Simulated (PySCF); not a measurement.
```xyz
15

C     2.4475   -0.7489   -0.5466
C     1.6341    0.4807   -0.2218
S     2.4995    1.9617   -0.2311
B     0.1813    0.3794    0.0796
O    -0.7183    1.4195    0.3993
C    -1.9869    0.8949    0.6083
C    -1.8578   -0.6344    0.3998
O    -0.5251   -0.8675    0.0824
H     3.2704   -0.8712    0.1644
H     2.8930   -0.6698   -1.5431
H     1.8146   -1.6356   -0.5119
H    -2.3270    1.1360    1.6276
H    -2.6975    1.3407   -0.1055
H    -2.1278   -1.1907    1.3118
H    -2.5043   -0.9867   -0.4199
```

Geometry: GFN2-xTB.

The calculation used UKS B3LYP, pcH-1 on B C H O S, non-relativistic, mean-field spin-orbit, GIAO (PySCF 2.14.0, density-fitted response routines).

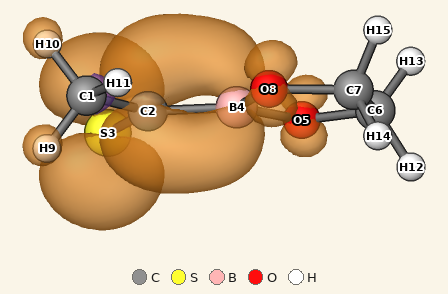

C₄H₇BO₂S (SMILES C[C]([S-])B1OCCO1) (charge −1, doublet). Isosurfaces of the spin density at +0.015 (orange) and −0.015 e/Å³ (purple), seen from one side.

> Where is the unpaired spin?

The unpaired spin (1 electron) lies mostly on S3 (about 0.4), C2 (about 0.3) and B4 (about 0.1), in electrons by Hirshfeld's partition.
